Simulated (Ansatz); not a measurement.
## Electronic structure of GaH2O2···HF (doublet) in real space

```xyz
7

Ga    0.0487    0.1107   -0.2960
H     0.1226    0.3306    2.4624
O     1.4275   -0.7250   -1.1501
H     2.2890   -0.3490   -0.8855
O    -1.5747   -0.4813   -0.8647
H    -2.2799   -0.1688   -0.2675
F    -0.2431   -0.5159    2.3351
```

The calculation used Ansatz 0.2.0, UKS PBE/def2-SVP.

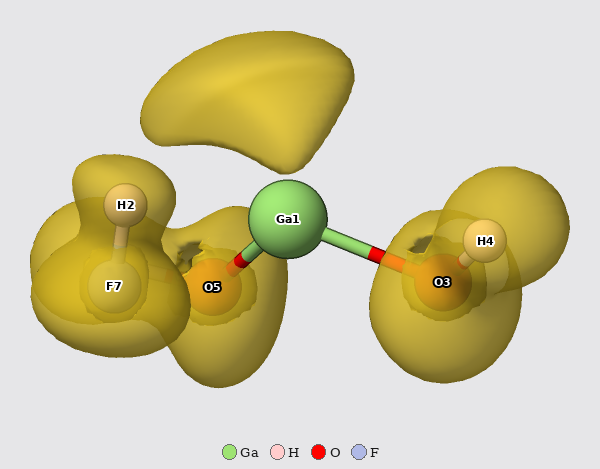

Figure 1. Isosurface of the electron localisation function at 0.75 (yellow), seen from one side. Core shells and regions of very low density are left out.

**Identify the bonds, lone pairs and shells in this picture.**

At this value the surface marks out one lobe on Ga, pointing away from the bonds (non-bonding electrons), one joined region spread over several atoms (F, H), in which their bonds and any lone pairs are merged and two joined regions spread over several atoms (H, O), in which their bonds and any lone pairs are merged. Along the contacts the grid gives the following. Ga1···F7 (2.72 Å): the ELF dips to about 0.10 between them. Ga–O (1.82 Å): the ELF peaks at about 0.85 in the valence shell of O, 0.6 Å from its nucleus, and is about 0.25 at the midpoint.

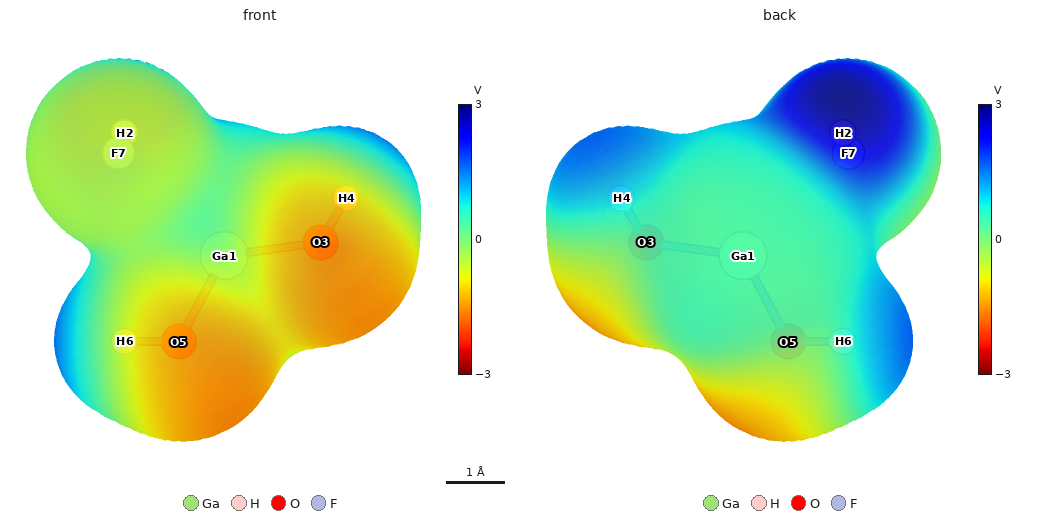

Figure 2. The electrostatic potential painted on the density surface at 0.001 e/bohr³, seen from the front and from behind; red is negative and blue positive.

**Which sites attract a positive test charge, and which a negative one?**

A positive charge is drawn to the negative regions and a negative charge to the positive ones. The most negative region (about −1.6 V) lies over O3 and O5, the most positive (about +2.8 V) over H2.

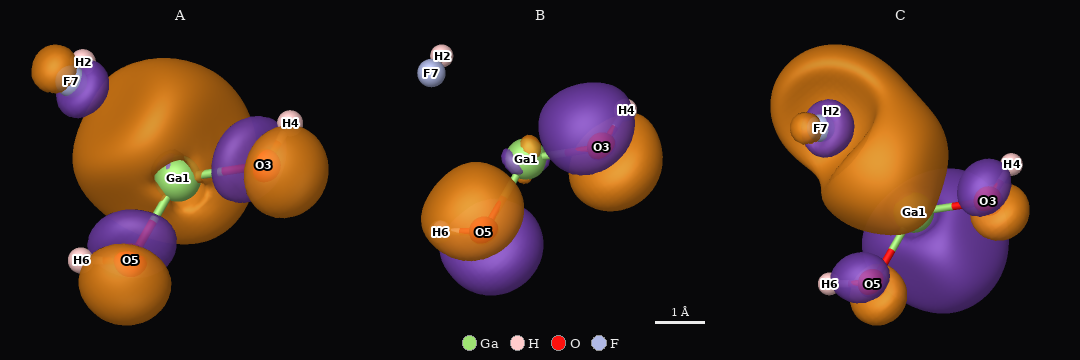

Figure 3. Three frontier orbitals at ±0.08 Å⁻³ᐟ² (orange and purple are the two phases), in no order.

**Which picture is the HOMO−1, the HOMO and the LUMO? All are α orbitals.**

B is the HOMO−1 (α) (−6.55 eV). Its weight (Hirshfeld) is mainly on O5 (about 45 %), O3 (about 40 %) and Ga1 (about 5 %); largely a combination of lone pairs on O5 and O3. A is the HOMO (α) (−4.87 eV). By Hirshfeld shares it lies mainly on Ga1 (about 55 %), O3 (about 20 %) and O5 (about 15 %). C is the LUMO (α) (−0.99 eV). It lies mainly on Ga1 (about 60 %), H2 (about 15 %), F7 (about 10 %), O3 (about 5 %) and O5 (about 5 %).

**What is the gap between the highest occupied and lowest empty α orbitals?**

3.88 eV between the orbital energies.
